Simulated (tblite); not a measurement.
## Run report: C5H11NOSi2, geometry relaxation (part 2 of 3)

The same run, continued: C5H11NOSi2; GFN2-xTB geometry optimisation, gas phase (tblite 0.8.0). It belongs to a series of runs on one base structure; here: SiH2 inserted into a C-C bond.

Geometry of the input (Å):
```
N  -1.0217  -2.1925  2.5195
C  -0.9733  -1.8759  1.3990
C  -0.8947  -1.4679  -0.0065
C  0.4425  -1.7056  -0.5695
O  0.9897  -0.7175  -1.3440
Si 1.8639  0.4582  -0.5014
C  0.6985  1.9166  -0.3070
C  -0.4743  1.5702  0.5639
Si -1.5648  0.2344  -0.1325
H  -1.6183  -2.1386  -0.5317
H  0.3902  -2.6237  -1.2253
H  1.1253  -2.0204  0.2680
H  2.3853  0.0050  0.7958
H  3.0240  0.9290  -1.3031
H  0.4245  2.3057  -1.3015
H  1.2823  2.7164  0.2207
H  -0.1098  1.3071  1.5804
H  -1.1116  2.4902  0.6018
H  -2.0877  0.5683  -1.4729
H  -2.7751  0.2517  0.7433
```

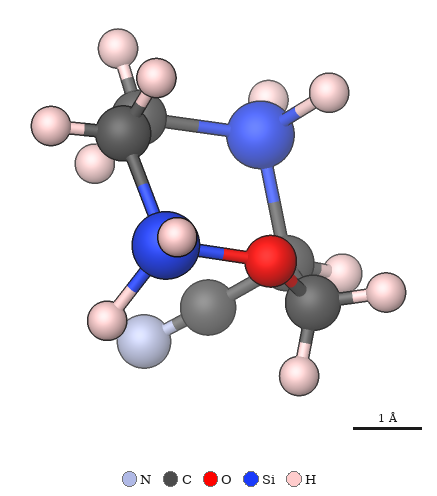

Fig. 1: The geometry at step 95 of the log (ball-and-stick view, seen at a tilt).

**Trajectory as extended XYZ, continued**
```
20
Properties=species:S:1:pos:R:3:forces:R:3 step=54 energy=-728.36839
N    -0.7707   -1.8661    2.6385    0.0230   0.0360   0.0080
C    -0.8606   -1.7251    1.5053    0.0060   0.0000  -0.0690
C    -0.9545   -1.5338    0.0926    0.0350   0.0030  -0.0190
C     0.3989   -1.8030   -0.5918    0.0160  -0.0320  -0.0140
O     0.9580   -0.6599   -1.1665   -0.0340   0.0030   0.0810
Si    1.8875    0.5022   -0.5042    0.0480  -0.0270  -0.0020
C     0.7302    1.9671   -0.1474    0.0230   0.0000  -0.0180
C    -0.5273    1.5571    0.6223   -0.0310  -0.0160   0.0120
Si   -1.5889    0.2577   -0.2714   -0.0660  -0.0080  -0.0490
H    -1.7113   -2.2293   -0.2819    0.0590   0.0070   0.0160
H     0.2642   -2.5191   -1.4091   -0.0270  -0.0250   0.0130
H     1.1114   -2.2294    0.1256   -0.0440  -0.0520  -0.0030
H     2.5351    0.0294    0.7277   -0.0210   0.0280  -0.0730
H     2.8193    0.8003   -1.5891   -0.0100  -0.0280   0.0520
H     0.4184    2.4023   -1.0986    0.0340   0.0610  -0.0070
H     1.2546    2.7532    0.3966   -0.0030   0.0160   0.0070
H    -0.2512    1.1663    1.6044    0.0460   0.0160   0.0360
H    -1.1287    2.4491    0.8076   -0.0710  -0.0060  -0.0020
H    -1.6317    0.3959   -1.7294   -0.0010   0.0330   0.0290
H    -2.9579    0.2958    0.2660    0.0180  -0.0100   0.0030
20
Properties=species:S:1:pos:R:3:forces:R:3 step=60 energy=-728.37705
N    -0.6873   -1.7370    2.6478    0.0040   0.0280  -0.0510
C    -0.8198   -1.6569    1.5123    0.0250  -0.0130   0.0950
C    -0.9544   -1.5344    0.0974   -0.0240   0.0210   0.0130
C     0.3848   -1.8142   -0.6027   -0.0290   0.0070   0.0160
O     0.9350   -0.6589   -1.1563    0.0250  -0.0520  -0.0320
Si    1.8769    0.4994   -0.5074   -0.0200  -0.0290  -0.0190
C     0.7256    1.9612   -0.1146    0.0030   0.0200  -0.0080
C    -0.5462    1.5332    0.6266    0.0170   0.0120  -0.0060
Si   -1.5921    0.2485   -0.3135   -0.0050  -0.0020   0.0710
H    -1.7016   -2.2609   -0.2248   -0.0420  -0.0050  -0.0180
H     0.2239   -2.5193   -1.4251    0.0260   0.0280  -0.0330
H     1.0969   -2.2634    0.1004    0.0080  -0.0280  -0.0140
H     2.5486    0.0162    0.6981    0.0310  -0.0080   0.0540
H     2.7943    0.7906   -1.6025    0.0140   0.0110  -0.0040
H     0.4354    2.4460   -1.0483    0.0030   0.0170  -0.0240
H     1.2517    2.7183    0.4673   -0.0010   0.0170   0.0330
H    -0.2741    1.1299    1.6060   -0.0100  -0.0120  -0.0140
H    -1.1536    2.4195    0.8233   -0.0420  -0.0070  -0.0210
H    -1.5699    0.3955   -1.7673   -0.0350   0.0190  -0.0210
H    -2.9791    0.2974    0.1803    0.0510  -0.0270  -0.0170
20
Properties=species:S:1:pos:R:3:forces:R:3 step=66 energy=-728.38042
N    -0.6555   -1.6865    2.6488    0.0020  -0.0020   0.0170
C    -0.8074   -1.6388    1.5144    0.0140   0.0080  -0.0360
C    -0.9567   -1.5373    0.0979    0.0160   0.0070  -0.0160
C     0.3793   -1.8219   -0.6077    0.0160   0.0020  -0.0060
O     0.9408   -0.6707   -1.1596    0.0080   0.0100   0.0070
Si    1.8729    0.4936   -0.5061   -0.0090   0.0110   0.0140
C     0.7271    1.9643   -0.1073   -0.0130  -0.0140   0.0070
C    -0.5507    1.5319    0.6224   -0.0090  -0.0110  -0.0050
Si   -1.5905    0.2455   -0.3188   -0.0070  -0.0150   0.0080
H    -1.7071   -2.2655   -0.2167   -0.0060   0.0150   0.0180
H     0.2211   -2.5191   -1.4375   -0.0310   0.0100  -0.0030
H     1.0906   -2.2792    0.0910    0.0020  -0.0280  -0.0040
H     2.5496    0.0124    0.7005    0.0000   0.0040   0.0220
H     2.7942    0.7824   -1.5996   -0.0050   0.0150   0.0020
H     0.4463    2.4648   -1.0367    0.0160  -0.0050   0.0060
H     1.2511    2.7096    0.4936    0.0000  -0.0100  -0.0140
H    -0.2818    1.1250    1.6011   -0.0170   0.0070  -0.0010
H    -1.1744    2.4081    0.8172    0.0370   0.0160  -0.0190
H    -1.5781    0.4083   -1.7719   -0.0140  -0.0080  -0.0060
H    -2.9761    0.2842    0.1718    0.0000  -0.0130   0.0080
20
Properties=species:S:1:pos:R:3:forces:R:3 step=71 energy=-728.38283
N    -0.6327   -1.6541    2.6499    0.0030  -0.0120  -0.0430
C    -0.7889   -1.6226    1.5151    0.0150   0.0240   0.0380
C    -0.9502   -1.5357    0.0989   -0.0040   0.0060   0.0290
C     0.3784   -1.8299   -0.6157   -0.0270   0.0030  -0.0060
O     0.9545   -0.6798   -1.1545    0.0060  -0.0060   0.0020
Si    1.8743    0.4904   -0.4958    0.0200  -0.0070   0.0030
C     0.7267    1.9591   -0.1023    0.0230   0.0100   0.0080
C    -0.5569    1.5280    0.6158    0.0030   0.0350   0.0000
Si   -1.5925    0.2402   -0.3244   -0.0040   0.0300  -0.0230
H    -1.7138   -2.2590   -0.1956    0.0480  -0.0200  -0.0100
H     0.1972   -2.5091   -1.4557    0.0090  -0.0030  -0.0030
H     1.0864   -2.3104    0.0730   -0.0240  -0.0090  -0.0420
H     2.5537    0.0153    0.7135   -0.0130   0.0120  -0.0060
H     2.7875    0.7937   -1.5929    0.0020  -0.0060   0.0140
H     0.4610    2.4763   -1.0272   -0.0160  -0.0580  -0.0090
H     1.2476    2.6985    0.5076    0.0200  -0.0030   0.0260
H    -0.2984    1.1237    1.5984   -0.0060   0.0100  -0.0030
H    -1.1718    2.4109    0.8014   -0.0320   0.0180   0.0020
H    -1.5897    0.4098   -1.7770    0.0060  -0.0240  -0.0040
H    -2.9774    0.2653    0.1644   -0.0280  -0.0010   0.0260
20
Properties=species:S:1:pos:R:3:forces:R:3 step=77 energy=-728.38714
N    -0.5653   -1.5740    2.6481    0.0090  -0.0100  -0.0220
C    -0.7435   -1.5706    1.5162    0.0310   0.0030   0.0250
C    -0.9379   -1.5227    0.1025   -0.0180   0.0010   0.0090
C     0.3677   -1.8416   -0.6395   -0.0020   0.0140  -0.0100
O     0.9828   -0.6996   -1.1480    0.0260  -0.0040  -0.0320
Si    1.8780    0.4781   -0.4732   -0.0150   0.0050   0.0120
C     0.7327    1.9493   -0.0790   -0.0370  -0.0180  -0.0070
C    -0.5754    1.5356    0.6042   -0.0240  -0.0210   0.0130
Si   -1.6038    0.2426   -0.3414   -0.0290  -0.0280   0.0530
H    -1.6984   -2.2628   -0.1532   -0.0080  -0.0150  -0.0030
H     0.1507   -2.4866   -1.4978   -0.0220   0.0240  -0.0290
H     1.0641   -2.3787    0.0173    0.0090   0.0170   0.0100
H     2.5552    0.0203    0.7414    0.0120  -0.0170   0.0060
H     2.7762    0.8015   -1.5765    0.0250  -0.0210   0.0220
H     0.4866    2.4708   -1.0065    0.0360   0.0150   0.0060
H     1.2514    2.6722    0.5548   -0.0220  -0.0030  -0.0560
H    -0.3445    1.1270    1.5917   -0.0180   0.0330   0.0260
H    -1.1851    2.4265    0.7733   -0.0140  -0.0090   0.0000
H    -1.6067    0.3945   -1.7951    0.0160  -0.0090  -0.0120
H    -2.9900    0.2290    0.1576    0.0430   0.0430  -0.0110
20
Properties=species:S:1:pos:R:3:forces:R:3 step=83 energy=-728.39270
N    -0.5073   -1.5429    2.6450    0.0340   0.0130  -0.0260
C    -0.6949   -1.5410    1.5148   -0.0060  -0.0530  -0.0070
C    -0.9247   -1.5120    0.1047    0.0410  -0.0120  -0.0230
C     0.3591   -1.8467   -0.6712    0.0260  -0.0040  -0.0110
O     1.0341   -0.7271   -1.1512   -0.0360   0.0050   0.0300
Si    1.8815    0.4635   -0.4412   -0.0140  -0.0080  -0.0010
C     0.7247    1.9328   -0.0710    0.0090   0.0210  -0.0110
C    -0.6023    1.5507    0.5965    0.0260   0.0000  -0.0090
Si   -1.6197    0.2402   -0.3359    0.0160  -0.0130   0.0220
H    -1.6776   -2.2711   -0.1246   -0.0140   0.0480   0.0400
H     0.0970   -2.4441   -1.5531    0.0110   0.0170   0.0360
H     1.0366   -2.4389   -0.0401   -0.0080  -0.0030  -0.0440
H     2.5595    0.0256    0.7804   -0.0170  -0.0300   0.0150
H     2.7930    0.7976   -1.5304    0.0230  -0.0110   0.0200
H     0.5184    2.4536   -1.0082   -0.0720  -0.0150  -0.0220
H     1.2452    2.6580    0.5563   -0.0090   0.0130   0.0330
H    -0.3948    1.1712    1.6014   -0.0060   0.0040  -0.0090
H    -1.2094    2.4499    0.7339    0.0120  -0.0130  -0.0400
H    -1.6299    0.3715   -1.7934    0.0140   0.0080   0.0180
H    -2.9936    0.2200    0.1843   -0.0270   0.0320  -0.0120
20
Properties=species:S:1:pos:R:3:forces:R:3 step=89 energy=-728.40068
N    -0.3579   -1.4426    2.6312    0.0470  -0.0320  -0.0570
C    -0.5849   -1.4915    1.5091    0.0200   0.0380   0.0670
C    -0.8890   -1.4986    0.1133   -0.0290  -0.0340   0.0600
C     0.3424   -1.8582   -0.7302   -0.0340  -0.0040   0.0260
O     1.0973   -0.7661   -1.1394   -0.0410   0.0360   0.0070
Si    1.8799    0.4368   -0.3813    0.0340  -0.0060  -0.0070
C     0.7132    1.9123   -0.0506    0.0030  -0.0320   0.0190
C    -0.6411    1.5656    0.5796   -0.0110   0.0180  -0.0080
Si   -1.6384    0.2286   -0.3275    0.0440   0.0110  -0.0830
H    -1.6523   -2.2653   -0.0400   -0.0110  -0.0230  -0.0340
H     0.0045   -2.3613   -1.6430   -0.0020   0.0180  -0.0350
H     0.9858   -2.5558   -0.1770    0.0160  -0.0060   0.0170
H     2.5501    0.0062    0.8489   -0.0790  -0.0130   0.0180
H     2.8237    0.7761   -1.4416    0.0120   0.0150   0.0110
H     0.5319    2.4262   -0.9989    0.0060  -0.0200   0.0430
H     1.2217    2.6315    0.5949   -0.0030   0.0260  -0.0570
H    -0.4911    1.2348    1.6115    0.0480   0.0060  -0.0180
H    -1.2439    2.4751    0.6399   -0.0100   0.0210   0.0030
H    -1.6436    0.3348   -1.7892    0.0050   0.0130   0.0330
H    -3.0135    0.2219    0.1874   -0.0140  -0.0300  -0.0050
20
Properties=species:S:1:pos:R:3:forces:R:3 step=95 energy=-728.41068
N    -0.2371   -1.4301    2.6103    0.0300  -0.0090   0.0410
C    -0.5271   -1.4805    1.5037    0.0210  -0.0380  -0.0290
C    -0.8786   -1.5019    0.1199   -0.0300   0.0350  -0.0080
C     0.3331   -1.8558   -0.7546   -0.0260   0.0230  -0.0180
O     1.0905   -0.7562   -1.1417   -0.0090  -0.0090  -0.0370
Si    1.8830    0.4175   -0.3488   -0.0660   0.0450   0.0760
C     0.7084    1.8968   -0.0507   -0.0230   0.0800  -0.0420
C    -0.6581    1.5818    0.5714    0.0380  -0.0110  -0.0160
Si   -1.6414    0.2199   -0.3181   -0.0610   0.1000   0.0530
H    -1.6477   -2.2639   -0.0214    0.0100  -0.0640   0.0280
H    -0.0291   -2.3179   -1.6813    0.0150  -0.0110   0.0290
H     0.9805   -2.5787   -0.2349   -0.0460   0.0380  -0.0270
H     2.4637   -0.0541    0.9107   -0.0230   0.0150   0.0000
H     2.8833    0.7653   -1.3576   -0.0460  -0.0240   0.0570
H     0.5241    2.3850   -1.0097    0.0570  -0.0020  -0.0770
H     1.2101    2.6433    0.5682    0.0210  -0.0130  -0.0030
H    -0.5130    1.2877    1.6156   -0.0490   0.0220  -0.0380
H    -1.2611    2.4982    0.5791    0.0850  -0.1090   0.0610
H    -1.6717    0.3321   -1.7770    0.0190  -0.0040  -0.0080
H    -3.0171    0.2222    0.2136    0.0830  -0.0640  -0.0430
20
Properties=species:S:1:pos:R:3:forces:R:3 step=101 energy=-728.42502
N    -0.0658   -1.4588    2.5769   -0.0810  -0.0260  -0.1850
C    -0.4378   -1.4973    1.4927    0.0350   0.0410   0.1020
C    -0.8719   -1.5012    0.1295    0.0520  -0.0170   0.0050
C     0.3049   -1.8405   -0.7975    0.0220  -0.0340  -0.0290
O     1.0876   -0.7417   -1.1363    0.0020  -0.0420   0.0270
Si    1.8626    0.3980   -0.2722   -0.0070  -0.0460  -0.0100
C     0.7052    1.9014   -0.0768   -0.0130  -0.0080   0.0030
C    -0.6634    1.6117    0.5494   -0.0440   0.0520   0.0240
Si   -1.6452    0.2226   -0.2948    0.0020  -0.0570   0.0900
H    -1.6319   -2.2802    0.0166    0.0150   0.0380   0.0380
H    -0.0891   -2.2448   -1.7404    0.0130   0.0460   0.0740
H     0.9384   -2.6142   -0.3330   -0.0330   0.0870  -0.0470
H     2.3346   -0.0970    1.0217   -0.0130   0.0310  -0.0140
H     2.9402    0.7318   -1.2020   -0.0250  -0.0340   0.0430
H     0.5406    2.3214   -1.0730    0.0130   0.0240   0.0300
H     1.2024    2.6782    0.5063    0.0080   0.0100  -0.0300
H    -0.5472    1.3835    1.6138    0.0650  -0.0790  -0.0770
H    -1.2650    2.5241    0.5116   -0.0140   0.0220  -0.0060
H    -1.6979    0.3291   -1.7526    0.0130  -0.0030  -0.0330
H    -3.0066    0.1846    0.2569   -0.0120  -0.0060  -0.0030
20
Properties=species:S:1:pos:R:3:forces:R:3 step=107 energy=-728.42949
N    -0.0509   -1.4736    2.5734   -0.0020   0.0090   0.0280
C    -0.4241   -1.4960    1.4909   -0.0030  -0.0040  -0.0050
C    -0.8675   -1.4998    0.1333    0.0080   0.0170   0.0050
C     0.2989   -1.8381   -0.8038    0.0020   0.0090  -0.0100
O     1.0889   -0.7436   -1.1326    0.0080   0.0010   0.0000
Si    1.8520    0.3943   -0.2591    0.0210   0.0070  -0.0140
C     0.7024    1.9059   -0.0831   -0.0030  -0.0060  -0.0150
C    -0.6666    1.6200    0.5438    0.0030  -0.0150   0.0050
Si   -1.6455    0.2208   -0.2886   -0.0050  -0.0080  -0.0100
H    -1.6296   -2.2779    0.0364    0.0020   0.0110  -0.0070
H    -0.1059   -2.2264   -1.7458   -0.0050   0.0080  -0.0010
H     0.9323   -2.6161   -0.3550   -0.0050  -0.0140   0.0050
H     2.3196   -0.0895    1.0390   -0.0260   0.0120   0.0110
H     2.9390    0.7196   -1.1758    0.0250  -0.0130  -0.0030
H     0.5466    2.3207   -1.0814   -0.0220   0.0120  -0.0200
H     1.2034    2.6878    0.4901   -0.0090  -0.0120   0.0110
H    -0.5330    1.3739    1.6006    0.0100  -0.0050   0.0020
H    -1.2694    2.5319    0.5138    0.0050  -0.0090   0.0240
H    -1.6836    0.3218   -1.7489   -0.0050  -0.0030  -0.0140
H    -3.0119    0.1751    0.2500    0.0010   0.0040   0.0070
20
Properties=species:S:1:pos:R:3:forces:R:3 step=113 energy=-728.43171
N    -0.0614   -1.4837    2.5808   -0.0090   0.0030  -0.0060
C    -0.4265   -1.4992    1.4952    0.0000   0.0210  -0.0080
C    -0.8640   -1.4929    0.1349   -0.0040  -0.0170   0.0120
C     0.3011   -1.8324   -0.8035   -0.0040  -0.0140  -0.0020
O     1.0944   -0.7416   -1.1367    0.0010  -0.0220   0.0020
Si    1.8541    0.3996   -0.2651   -0.0100   0.0040  -0.0060
C     0.6987    1.9093   -0.1000    0.0060   0.0030   0.0100
C    -0.6625    1.6151    0.5421    0.0200  -0.0050   0.0150
Si   -1.6488    0.2218   -0.2892    0.0130   0.0140  -0.0240
H    -1.6280   -2.2686    0.0329    0.0080  -0.0080  -0.0040
H    -0.1070   -2.2206   -1.7445    0.0060   0.0030   0.0110
H     0.9314   -2.6119   -0.3517   -0.0020  -0.0020  -0.0200
H     2.2891   -0.0753    1.0488   -0.0070   0.0170  -0.0070
H     2.9594    0.7022   -1.1685    0.0020   0.0060   0.0150
H     0.5345    2.3300   -1.0952   -0.0070  -0.0110   0.0150
H     1.1995    2.6866    0.4795   -0.0010   0.0220  -0.0200
H    -0.5078    1.3531    1.5923   -0.0030  -0.0040   0.0100
H    -1.2659    2.5273    0.5399    0.0150  -0.0170   0.0000
H    -1.6834    0.3189   -1.7510   -0.0170  -0.0010   0.0100
H    -3.0119    0.1728    0.2561   -0.0060   0.0090  -0.0030
20
Properties=species:S:1:pos:R:3:forces:R:3 step=119 energy=-728.43286
N    -0.0599   -1.4985    2.5807   -0.0010   0.0140   0.0150
C    -0.4216   -1.5034    1.4940   -0.0010  -0.0010  -0.0250
C    -0.8595   -1.4924    0.1341   -0.0020  -0.0010  -0.0060
C     0.3003   -1.8340   -0.8103   -0.0020   0.0100   0.0030
O     1.1111   -0.7521   -1.1308    0.0090   0.0110   0.0080
Si    1.8537    0.4004   -0.2593   -0.0020  -0.0030   0.0130
C     0.6984    1.9115   -0.1104   -0.0040   0.0020  -0.0070
C    -0.6570    1.6167    0.5425   -0.0010  -0.0020  -0.0050
Si   -1.6480    0.2233   -0.2833   -0.0060  -0.0110   0.0200
H    -1.6242   -2.2672    0.0314   -0.0010  -0.0110  -0.0020
H    -0.1158   -2.2040   -1.7547   -0.0010   0.0050  -0.0100
H     0.9207   -2.6292   -0.3739    0.0030  -0.0090   0.0090
H     2.2645   -0.0514    1.0697    0.0030  -0.0080   0.0070
H     2.9799    0.6912   -1.1393   -0.0100   0.0100  -0.0050
H     0.5238    2.3197   -1.1087   -0.0030  -0.0130  -0.0070
H     1.1966    2.7013    0.4545    0.0120  -0.0040  -0.0100
H    -0.4987    1.3598    1.5934    0.0050  -0.0070  -0.0020
H    -1.2609    2.5278    0.5370   -0.0060   0.0040   0.0140
H    -1.7014    0.3176   -1.7442   -0.0050   0.0050  -0.0020
H    -3.0073    0.1736    0.2746    0.0120   0.0090  -0.0090
20
Properties=species:S:1:pos:R:3:forces:R:3 step=125 energy=-728.43355
N    -0.0688   -1.4986    2.5803    0.0000   0.0090  -0.0280
C    -0.4212   -1.5058    1.4902   -0.0070   0.0030   0.0390
C    -0.8581   -1.4937    0.1302    0.0060   0.0070   0.0000
C     0.3023   -1.8337   -0.8137    0.0100   0.0020   0.0010
O     1.1242   -0.7570   -1.1225   -0.0050  -0.0020  -0.0060
Si    1.8554    0.4017   -0.2511    0.0020  -0.0090   0.0010
C     0.6975    1.9116   -0.1186   -0.0020  -0.0060  -0.0020
C    -0.6533    1.6183    0.5439   -0.0080  -0.0100   0.0030
Si   -1.6479    0.2240   -0.2775   -0.0080   0.0010  -0.0050
H    -1.6202   -2.2713    0.0270   -0.0050   0.0050  -0.0070
H    -0.1142   -2.1920   -1.7627    0.0080   0.0010  -0.0010
H     0.9151   -2.6376   -0.3803   -0.0080   0.0010  -0.0080
H     2.2535   -0.0452    1.0834    0.0110   0.0000   0.0060
H     2.9837    0.6931   -1.1286   -0.0080   0.0040   0.0060
H     0.5159    2.3060   -1.1210    0.0000  -0.0080  -0.0100
H     1.2003    2.7085    0.4320   -0.0130   0.0030   0.0040
H    -0.4899    1.3561    1.5928    0.0190   0.0020   0.0030
H    -1.2578    2.5294    0.5478    0.0020  -0.0060  -0.0030
H    -1.7169    0.3171   -1.7381    0.0120   0.0070  -0.0050
H    -3.0047    0.1797    0.2832   -0.0060  -0.0020   0.0120
20
Properties=species:S:1:pos:R:3:forces:R:3 step=131 energy=-728.43407
N    -0.0697   -1.4902    2.5777    0.0010   0.0010   0.0020
C    -0.4230   -1.5039    1.4883    0.0040   0.0030  -0.0110
C    -0.8568   -1.4935    0.1269   -0.0060  -0.0020   0.0010
C     0.3036   -1.8335   -0.8177   -0.0060  -0.0030  -0.0030
O     1.1354   -0.7623   -1.1168    0.0050  -0.0050   0.0080
Si    1.8562    0.3993   -0.2414    0.0090   0.0090  -0.0040
C     0.6951    1.9076   -0.1250    0.0000   0.0000   0.0010
C    -0.6521    1.6158    0.5448    0.0030   0.0040   0.0040
Si   -1.6515    0.2237   -0.2737    0.0060   0.0060  -0.0050
H    -1.6181   -2.2717    0.0213   -0.0020   0.0040  -0.0020
H    -0.1128   -2.1807   -1.7710   -0.0040   0.0020   0.0030
H     0.9083   -2.6471   -0.3914   -0.0030   0.0040   0.0050
H     2.2505   -0.0364    1.0983    0.0040  -0.0050  -0.0070
H     2.9849    0.6943   -1.1161    0.0090  -0.0010   0.0020
H     0.5114    2.2904   -1.1315   -0.0020  -0.0070  -0.0020
H     1.1962    2.7113    0.4172   -0.0110   0.0040  -0.0020
H    -0.4786    1.3566    1.5929   -0.0070  -0.0070  -0.0020
H    -1.2567    2.5268    0.5508    0.0020   0.0000   0.0010
H    -1.7238    0.3222   -1.7344    0.0060   0.0030   0.0090
H    -3.0038    0.1818    0.2979   -0.0060  -0.0100   0.0020
20
Properties=species:S:1:pos:R:3:forces:R:3 step=137 energy=-728.43429
N    -0.0715   -1.4897    2.5764    0.0020   0.0000  -0.0060
C    -0.4234   -1.5041    1.4865   -0.0040  -0.0010   0.0010
C    -0.8575   -1.4927    0.1253    0.0020   0.0000   0.0020
C     0.3032   -1.8329   -0.8189   -0.0010   0.0000   0.0030
O     1.1435   -0.7662   -1.1103    0.0000   0.0010  -0.0050
Si    1.8593    0.4007   -0.2380   -0.0030  -0.0040   0.0020
C     0.6937    1.9065   -0.1288   -0.0010  -0.0010   0.0010
C    -0.6512    1.6156    0.5459    0.0010  -0.0010  -0.0010
Si   -1.6527    0.2249   -0.2705   -0.0070  -0.0020   0.0020
H    -1.6195   -2.2703    0.0177    0.0050   0.0040   0.0030
H    -0.1135   -2.1731   -1.7747    0.0010   0.0040   0.0020
H     0.9021   -2.6519   -0.3949   -0.0010  -0.0010   0.0020
H     2.2517   -0.0333    1.1025    0.0040   0.0010   0.0030
H     2.9905    0.6943   -1.1098    0.0050   0.0000  -0.0020
H     0.5071    2.2796   -1.1387   -0.0040   0.0000   0.0050
H     1.1902    2.7174    0.4068    0.0060   0.0000  -0.0070
H    -0.4746    1.3544    1.5930   -0.0050   0.0030   0.0010
H    -1.2548    2.5271    0.5538    0.0000   0.0000   0.0050
H    -1.7236    0.3253   -1.7304   -0.0020   0.0040  -0.0060
H    -3.0043    0.1791    0.3041    0.0040  -0.0050  -0.0060
```
